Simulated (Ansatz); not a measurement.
## Si2H7OF: nudged elastic band (part 2 of 2)

The same run, continued: Si2H7OF; RKS B3LYP-D4/def2-SVP (Ansatz 0.2.0). It belongs to a series of runs on one base structure; here: band between the two ends.

Geometry of the input (Å):
```
Si 0.5591  0.0872  -0.0729
F  0.0160  -0.2196  1.4531
H  2.0353  -0.0900  -0.0288
H  0.2146  1.4845  -0.4287
H  -0.0472  -0.9012  -0.9984
O  -2.4941  0.2550  0.5700
Si -3.5101  -1.0063  0.1578
H  -2.7444  -2.2397  -0.2031
H  -4.4460  -1.3545  1.2704
H  -4.2923  -0.5480  -1.0204
H  -1.8727  0.1000  1.2977
```

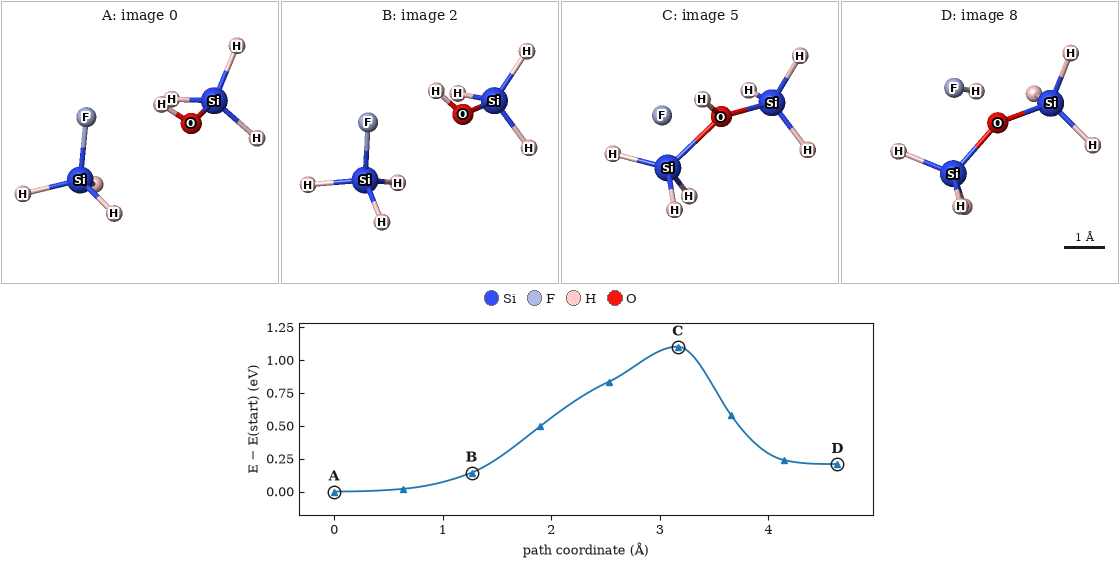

Fig. 1: Images of the last band (counted from 0; ball-and-stick, seen at a tilt) above the energy along the path; the line is a cubic interpolation that uses the forces. The highest image is number 5, 1.102 eV above the start and 0.893 eV above the end (the climbing image); the end lies 0.209 eV above the start. The path is 4.64 Å long. The band converged in 28 iterations.

```
Total energy: -20626.90153690 eV, -758.0246500652 hartree
Atom 0 at    -0.103869     0.118871    -0.107074 Å, force    -0.000096     0.000477    -0.000309 eV/Å
Atom 1 at    -0.211234     0.628154     1.742171 Å, force    -0.000129     0.000338     0.000611 eV/Å
Atom 2 at     1.070184    -0.731029     0.223513 Å, force    -0.000304    -0.000116    -0.000029 eV/Å
Atom 3 at     0.123852     1.544302    -0.461234 Å, force     0.000191     0.000015    -0.000081 eV/Å
Atom 4 at    -0.527754    -0.461608    -1.443486 Å, force     0.000104     0.000100     0.000013 eV/Å
Atom 5 at    -1.764528    -0.353009     0.606553 Å, force     0.002157    -0.000429    -0.002005 eV/Å
Atom 6 at    -3.168102    -1.157695     0.075206 Å, force    -0.000652     0.000178     0.001135 eV/Å
Atom 7 at    -2.823646    -2.563482    -0.255448 Å, force    -0.000110    -0.000062     0.000095 eV/Å
Atom 8 at    -4.126246    -1.096985     1.208126 Å, force     0.000037     0.000137     0.000012 eV/Å
Atom 9 at    -3.697400    -0.447105    -1.114973 Å, force     0.000066    -0.000044    -0.000036 eV/Å
Atom 10 at    -1.352956     0.086785     1.523344 Å, force    -0.001265    -0.000594     0.000593 eV/Å
Dipole moment:    -0.581886    -0.272712    -0.068702 e Å
this run last wrote the band of iteration 28 to [file]
```

### The last band as extended XYZ (Å, eV, eV/Å)
```
11
Properties=species:S:1:pos:R:3:forces:R:3 image=0 energy=-20628.00353
Si    0.5591    0.0872   -0.0729    0.0076  -0.0062   0.0147
F     0.0160   -0.2196    1.4531    0.0027   0.0045  -0.0160
H     2.0353   -0.0900   -0.0288   -0.0046  -0.0009  -0.0011
H     0.2146    1.4845   -0.4287   -0.0042  -0.0036   0.0004
H    -0.0472   -0.9012   -0.9984   -0.0007   0.0060   0.0029
O    -2.4941    0.2550    0.5700   -0.0061  -0.0259   0.0023
Si   -3.5101   -1.0063    0.1578    0.0023   0.0148  -0.0012
H    -2.7444   -2.2397   -0.2031   -0.0026   0.0057   0.0040
H    -4.4460   -1.3545    1.2704    0.0097   0.0014  -0.0069
H    -4.2923   -0.5480   -1.0204    0.0047  -0.0014   0.0093
H    -1.8727    0.1000    1.2977   -0.0087   0.0054  -0.0084
11
Properties=species:S:1:pos:R:3:forces:R:3 image=1 energy=-20627.98339
Si    0.5197    0.1468   -0.1012    0.0096  -0.0097   0.0010
F     0.0776   -0.0653    1.4704   -0.0004  -0.0424  -0.0050
H     1.9470   -0.2619   -0.1797    0.0240   0.0280  -0.0062
H     0.3637    1.5794   -0.4540   -0.0226  -0.0061   0.0161
H    -0.3016   -0.7326   -0.9667    0.0233  -0.0237  -0.0026
O    -2.4893    0.1830    0.7079   -0.0168   0.0216  -0.0026
Si   -3.4751   -1.0478    0.1612   -0.0054   0.0092   0.0019
H    -2.7148   -2.3138   -0.0793    0.0122   0.0169   0.0097
H    -4.5762   -1.3506    1.1242   -0.0039  -0.0043   0.0029
H    -4.0572   -0.5712   -1.1205   -0.0180  -0.0058   0.0012
H    -1.8755    0.0012    1.4344   -0.0021   0.0164  -0.0164
11
Properties=species:S:1:pos:R:3:forces:R:3 image=2 energy=-20627.85993
Si    0.4581    0.2298   -0.1088    0.0922  -0.0022  -0.0112
F     0.0797    0.2421    1.4931    0.0260  -0.1280  -0.0296
H     1.7791   -0.4448   -0.1536    0.1504   0.0873  -0.0773
H     0.5160    1.6401   -0.5676    0.0316   0.0080   0.0100
H    -0.4817   -0.5448   -0.9528    0.0434  -0.0556   0.0855
O    -2.3662    0.0139    0.7414   -0.1470   0.1128   0.0282
Si   -3.4307   -1.1183    0.1483   -0.0549   0.0210   0.0163
H    -2.7994   -2.4440   -0.1464    0.0406   0.0504   0.0494
H    -4.5438   -1.3397    1.1153   -0.0873  -0.0617  -0.0257
H    -3.9384   -0.5375   -1.1211   -0.0711  -0.0348  -0.0044
H    -1.8546   -0.1297    1.5488   -0.0239   0.0027  -0.0411
11
Properties=species:S:1:pos:R:3:forces:R:3 image=3 energy=-20627.50627
Si    0.2983    0.2460   -0.0949    0.2255   0.0566  -0.0439
F     0.0300    0.4787    1.5253    0.0661  -0.1426  -0.0787
H     1.5288   -0.5803   -0.0247    0.2815   0.1165  -0.1316
H     0.4518    1.6288   -0.6084    0.1602   0.0494  -0.0548
H    -0.5490   -0.4661   -1.0927    0.0280  -0.0344   0.1876
O    -2.1202   -0.1819    0.7006   -0.2560   0.1681   0.0402
Si   -3.3348   -1.1627    0.1274   -0.1049   0.0017   0.0362
H    -2.8573   -2.5392   -0.2030    0.0000   0.0236   0.0497
H    -4.3953   -1.2360    1.1669   -0.1753  -0.1012  -0.0336
H    -3.8161   -0.5044   -1.1140   -0.0875  -0.0597  -0.0099
H    -1.8179   -0.1156    1.6143   -0.1376  -0.0780   0.0388
11
Properties=species:S:1:pos:R:3:forces:R:3 image=4 energy=-20627.16784
Si    0.0777    0.1968   -0.0609    0.1160   0.0658   0.0348
F    -0.0333    0.6338    1.5855    0.1211  -0.0047  -0.0911
H     1.2679   -0.6845    0.1085    0.1290   0.0321  -0.0751
H     0.2985    1.5744   -0.5812    0.1129   0.0348  -0.0661
H    -0.5630   -0.4557   -1.2688   -0.0249   0.0063   0.1167
O    -1.8767   -0.3317    0.6661   -0.0614   0.0146   0.0394
Si   -3.2356   -1.1703    0.1016   -0.0506  -0.0157   0.0044
H    -2.8528   -2.5687   -0.2208   -0.0154  -0.0021   0.0087
H    -4.2332   -1.1309    1.2018   -0.0714  -0.0333  -0.0108
H    -3.7315   -0.4705   -1.1088   -0.0185  -0.0126   0.0034
H    -1.6997   -0.0257    1.5735   -0.2369  -0.0851   0.0358
11
Properties=species:S:1:pos:R:3:forces:R:3 image=5 energy=-20626.90126
Si   -0.1039    0.1189   -0.1071   -0.0001   0.0005  -0.0003
F    -0.2112    0.6282    1.7422   -0.0001   0.0003   0.0006
H     1.0702   -0.7310    0.2235   -0.0003  -0.0001   0.0000
H     0.1239    1.5443   -0.4612    0.0002   0.0000  -0.0001
H    -0.5278   -0.4616   -1.4435    0.0001   0.0001   0.0000
O    -1.7645   -0.3530    0.6066    0.0022  -0.0004  -0.0020
Si   -3.1681   -1.1577    0.0752   -0.0007   0.0002   0.0011
H    -2.8236   -2.5635   -0.2554   -0.0001  -0.0001   0.0001
H    -4.1262   -1.0970    1.2081    0.0000   0.0001   0.0000
H    -3.6974   -0.4471   -1.1150    0.0001   0.0000   0.0000
H    -1.3530    0.0868    1.5233   -0.0013  -0.0006   0.0006
11
Properties=species:S:1:pos:R:3:forces:R:3 image=6 energy=-20627.42068
Si   -0.1885    0.0415   -0.2407   -0.2191  -0.1980  -0.3673
F    -0.3135    0.6342    1.9792   -0.2447   0.0620   0.5566
H     0.9890   -0.7252    0.2521   -0.2036   0.0250   0.0521
H     0.0726    1.4992   -0.3949   -0.1434  -0.1253   0.0966
H    -0.4874   -0.4771   -1.5959    0.0837  -0.0798  -0.3952
O    -1.7165   -0.3694    0.5053    0.1263  -0.0311  -0.2559
Si   -3.1374   -1.1467    0.0371    0.0791   0.0190  -0.0566
H    -2.8368   -2.5649   -0.2962   -0.0308  -0.0205  -0.0300
H    -4.0915   -1.0891    1.1810    0.1019   0.0380  -0.0202
H    -3.7096   -0.4416   -1.1398   -0.0456  -0.0289  -0.0370
H    -1.1621    0.2063    1.7096    0.4963   0.3394   0.4568
11
Properties=species:S:1:pos:R:3:forces:R:3 image=7 energy=-20627.76428
Si   -0.2165   -0.0111   -0.3813   -0.0154  -0.0288  -0.0774
F    -0.4030    0.6839    2.3124   -0.0393   0.0311   0.1647
H     0.9150   -0.7422    0.2397   -0.0382  -0.0100  -0.0138
H     0.0104    1.4547   -0.3867   -0.0330  -0.0259  -0.0077
H    -0.4127   -0.4908   -1.7769    0.0325  -0.0137  -0.0967
O    -1.6676   -0.3761    0.4292    0.0264  -0.0027  -0.0415
Si   -3.1068   -1.1397    0.0076    0.0149   0.0044  -0.0059
H    -2.8413   -2.5656   -0.3312   -0.0052  -0.0012  -0.0062
H    -4.0207   -1.0578    1.1772    0.0395   0.0209   0.0093
H    -3.7136   -0.4505   -1.1650   -0.0067  -0.0080  -0.0053
H    -1.1248    0.2624    1.8716    0.0246   0.0340   0.0805
11
Properties=species:S:1:pos:R:3:forces:R:3 image=8 energy=-20627.79441
Si   -0.1698   -0.0522   -0.4471    0.0080   0.0030  -0.0013
F    -0.6411    0.7349    2.4819    0.0007   0.0011   0.0010
H     0.9640   -0.7030    0.2530   -0.0021  -0.0005   0.0010
H     0.0010    1.4206   -0.5007   -0.0008  -0.0012   0.0008
H    -0.2908   -0.5967   -1.8310    0.0001   0.0004   0.0003
O    -1.6045   -0.4153    0.3734    0.0004  -0.0004  -0.0029
Si   -3.0867   -1.1220    0.0132   -0.0090  -0.0037   0.0007
H    -2.8805   -2.5194   -0.4595    0.0009   0.0010   0.0006
H    -3.8841   -1.1132    1.2666    0.0013  -0.0001  -0.0010
H    -3.7804   -0.3374   -1.0461    0.0003   0.0004   0.0021
H    -1.2087    0.2709    1.8929    0.0001   0.0000  -0.0012
```

### Results in brief

```json
{"quantity": "outcome", "value": "converged"}
{"quantity": "barrier, forward", "value": "1.102 eV"}
{"quantity": "barrier, backward", "value": "0.893 eV"}
{"quantity": "hardware", "value": "2 threads of Arm Neoverse V2, 24 GiB of memory available, shared host"}
{"quantity": "wall time", "value": "5.5 min (CPU time 11 min)"}
{"quantity": "peak memory", "value": "0.2 GiB"}
```

### Remarks

The order of the saddle point was not checked.
